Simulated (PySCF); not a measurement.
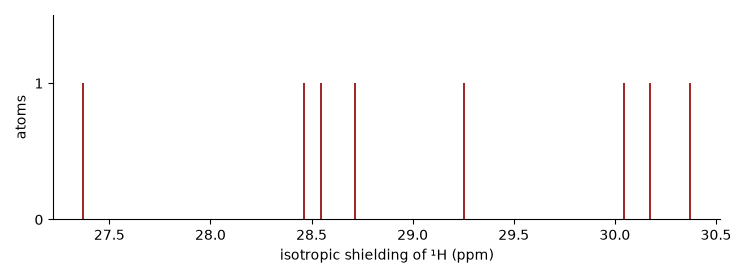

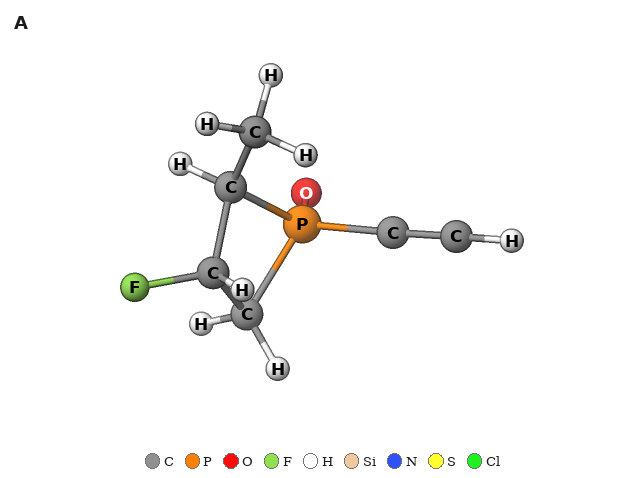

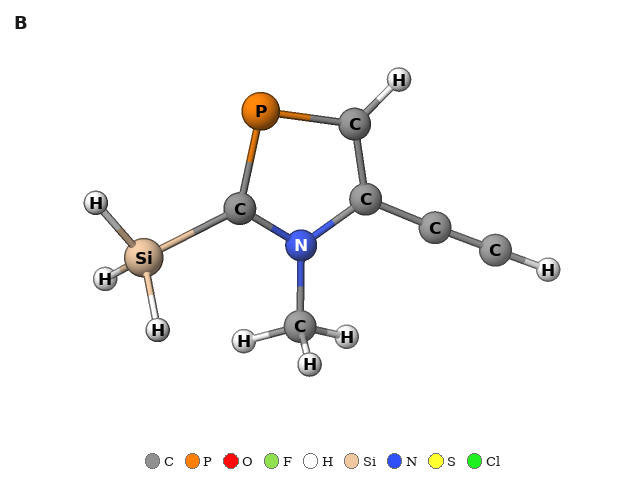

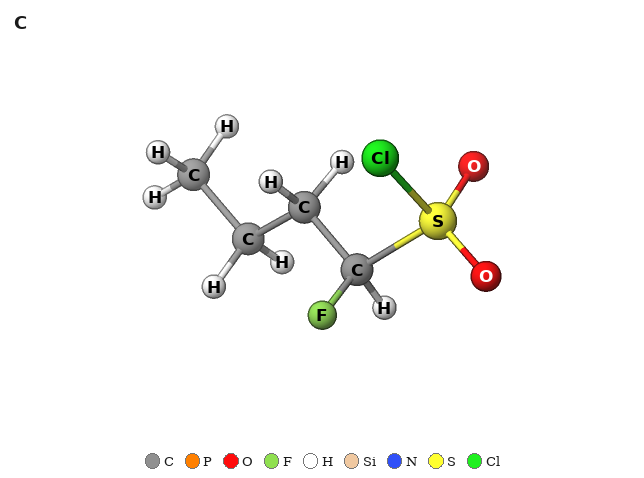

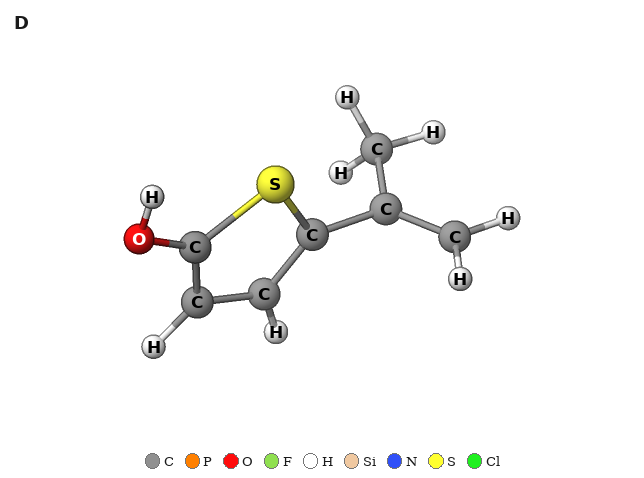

The sticks are computed shieldings of one of the molecules, for one fixed geometry (GFN2-xTB) without averaging over rotations. Low shielding means a high chemical shift. Method: GIAO PBE0/pcSseg-1 NMR shielding, non-relativistic, gas phase (PySCF 2.14.0).

Which molecule gives this pattern?

A, `C#C[P@@]1(=O)C[C@H](F)[C@H]1C`. Its 8 H atoms give lines at 27.37, 28.46, 28.55, 28.71, 29.25, 30.05, 30.18, 30.37 ppm.

The geometry is semi-empirical. Around P, Si such bond lengths and angles can be off by a tenth of an ångström or more and by several degrees, and values that hang on the shape move with them.
